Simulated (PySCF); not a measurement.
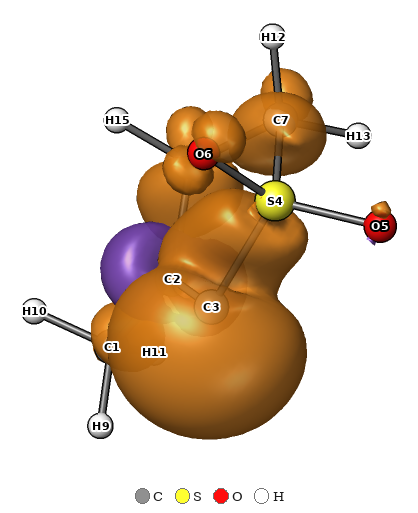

*C$_{5}$H$_{7}$O$_{2}$S (doublet). Isosurfaces of the spin density at +0.015 (orange) and −0.015 e/Å³ (purple), seen at an oblique angle.*

Geometry: GFN2-xTB.

Method: PySCF, UKS B3LYP, pcH-1 on C H O S, non-relativistic, mean-field spin-orbit, GIAO.

```json
{"atom": "C", "x (Å)": "2.2055", "y (Å)": "-0.4958", "z (Å)": "0.2636"}
{"atom": "C", "x (Å)": "0.7182", "y (Å)": "-0.4142", "z (Å)": "0.1700"}
{"atom": "C", "x (Å)": "-0.1547", "y (Å)": "-1.2926", "z (Å)": "0.5923"}
{"atom": "S", "x (Å)": "-1.8232", "y (Å)": "-0.8232", "z (Å)": "0.2368"}
{"atom": "O", "x (Å)": "-2.6840", "y (Å)": "-0.8731", "z (Å)": "1.3816"}
{"atom": "O", "x (Å)": "-2.2678", "y (Å)": "-1.4683", "z (Å)": "-0.9661"}
{"atom": "C", "x (Å)": "-1.3343", "y (Å)": "0.9239", "z (Å)": "-0.1211"}
{"atom": "C", "x (Å)": "0.1312", "y (Å)": "0.8184", "z (Å)": "-0.5151"}
{"atom": "H", "x (Å)": "2.5079", "y (Å)": "-1.4314", "z (Å)": "0.7233"}
{"atom": "H", "x (Å)": "2.6449", "y (Å)": "-0.4280", "z (Å)": "-0.7304"}
{"atom": "H", "x (Å)": "2.5873", "y (Å)": "0.3324", "z (Å)": "0.8595"}
{"atom": "H", "x (Å)": "-1.9791", "y (Å)": "1.3241", "z (Å)": "-0.8959"}
{"atom": "H", "x (Å)": "-1.4794", "y (Å)": "1.4529", "z (Å)": "0.8157"}
{"atom": "H", "x (Å)": "0.6958", "y (Å)": "1.7126", "z (Å)": "-0.2422"}
{"atom": "H", "x (Å)": "0.2277", "y (Å)": "0.6703", "z (Å)": "-1.5939"}
```

> Where is the unpaired spin?

The unpaired spin (1 electron) lies mostly on C3 (about 0.8) and S4 (about 0.1), in electrons by Hirshfeld's partition.
